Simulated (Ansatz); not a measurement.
System: P2Ir (P2_1/c).

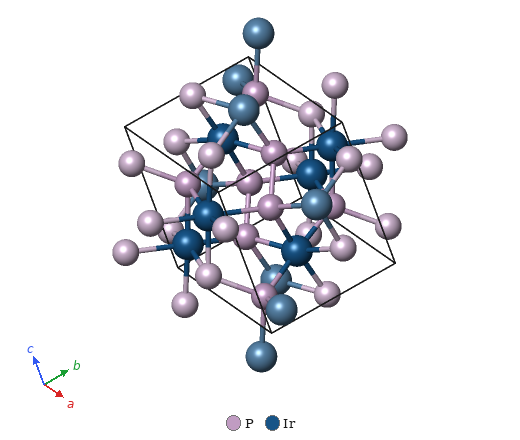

The structure (phosphorus pink, iridium blue). Some periodic images of atoms are drawn too.

Symmetry: P2_1/c, No. 14, monoclinic system. The conventional cell has a = 5.772 Å, b = 5.807 Å, c = 5.872 Å, α = 90.00°, β = 111.25°, γ = 90.00°. Nearest to P lie 1 P at 2.22 Å and 3 Ir at 2.41 to 2.42 Å. Nearest to P lie 1 P at 2.22 Å and 3 Ir at 2.33 to 2.35 Å. Ir has 6 P at 2.33 to 2.42 Å nearest. Farther neighbours are not listed.

```cif
data_structure
_symmetry_space_group_name_H-M 'P 1'
_symmetry_Int_Tables_number 1
_cell_length_a 5.7723
_cell_length_b 5.8067
_cell_length_c 5.8725
_cell_angle_alpha 90.000
_cell_angle_beta 111.251
_cell_angle_gamma 90.000
_cell_volume 183.45
loop_
_atom_site_label
_atom_site_type_symbol
_atom_site_fract_x
_atom_site_fract_y
_atom_site_fract_z
_atom_site_occupancy
P1 P 0.15801 0.88188 0.87029 1
P2 P 0.84199 0.38188 0.62971 1
P3 P 0.84199 0.11812 0.12971 1
P4 P 0.15801 0.61812 0.37029 1
P5 P 0.33432 0.37721 0.18855 1
P6 P 0.66568 0.87721 0.31145 1
P7 P 0.66568 0.62279 0.81145 1
P8 P 0.33432 0.12279 0.68855 1
Ir9 Ir 0.27187 0.49883 0.79158 1
Ir10 Ir 0.72813 0.99883 0.70842 1
Ir11 Ir 0.72813 0.50117 0.20842 1
Ir12 Ir 0.27187 0.00117 0.29158 1
```

The cell and positions are those that the Materials Project relaxed with its own functionals (PBE, PBE+U or r2SCAN), kept fixed. At the settings of the band run the largest force is still 0.26 eV/Å. Spin-orbit coupling is left out unless a run names it. PAW set soft_2, made with PBE.

Gaps computed with Ansatz 0.2.0 without a self-energy: LDA 0.62 eV, LDA+SOC 0.61 eV and HSE06 1.13 eV. The mean ε∞ by LDA perturbation theory is 16.77.

Estimate the G0W0@LDA gap with 4×2×4 mesh, 843 empty bands, screening to 160 eV, default PAW files.

About 1.15 eV: on its mesh the run moves the gap from 0.61 eV by +0.54 eV. Among the scalar-relativistic levels given, HSE06 is nearest (−0.02 eV). One-shot corrections scale roughly with one over ε∞, here 0.06. Bands and cutoff are finite, so the gap is not at the basis limit. The miss can reach some tenths of an eV and take either sign; the mesh is an error of its own. The 4×2×4 mesh is coarse for this cell (its supercell is 12 Å along the shortest edge). The RPA ε∞ on it, from the LDA start, is 15.78, 17.46 and 18.80; such meshes misread the long-range screening, most where the gap is narrow. The runs have no spin polarisation. For a closed low-spin shell that is the natural state; where a d or f shell is open it is a constraint, and the gap is then not the crystal's own. With d states at the gap, one-shot GW leans hard on its start. The many-body steps are scalar-relativistic: spin-orbit coupling is not in them.

[Paths, hosts, dates, memory and timing lines, banners, echoed tables and standing remarks are left out of the program output.]

[Logs are printed without paths, hosts, clocks, repeated set-up lines and the standing remarks that a program may print on its own settings, such as how far it seeks lower states.]

[Runs of the session that timed out or met a known fault of the program may be left out.]

[Cells called generated may have been cut or substituted from an entry of the Crystallography Open Database or the Materials Project.]

[Hosts, paths, dates, database ids (printed as entryN), source tags and the programs' standing remarks are cut or masked in the printed files.]
